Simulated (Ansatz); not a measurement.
C14H42O5Si6, 67 atoms.

Geometry: PBE-D4/def2-SVP.

The calculation used RKS PBE0-D4/def2-SVP (Ansatz 0.2.0).

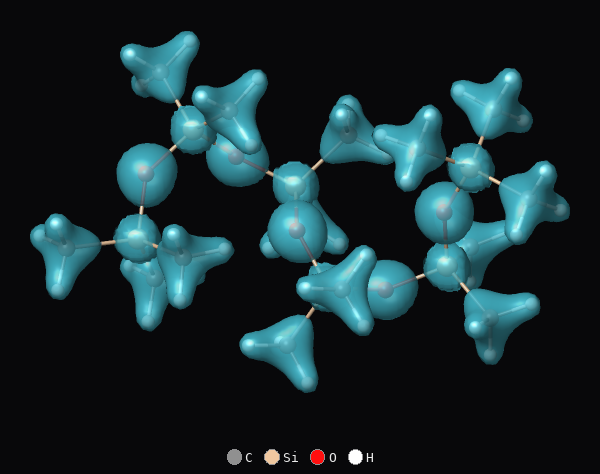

C14H42O5Si6. Isosurface of the total electron density at 1 e/Å³ (cyan), seen at a tilt.

Which contacts does the surface bridge?

At this value the surface falls into 25 separate pieces. It bridges the sampled C–H (1.11 Å) contacts, where the density stays above the isovalue. It is pinched off along the sampled Si–O (1.67 Å) and C–Si (1.87 Å) contacts. On the grid the lowest density along these lines, outside the cores, is 0.84 e/Å³ (Si–O, 1.67 Å), 0.81 e/Å³ (C–Si, 1.87 Å) and 1.8 e/Å³ (C–H, 1.11 Å).
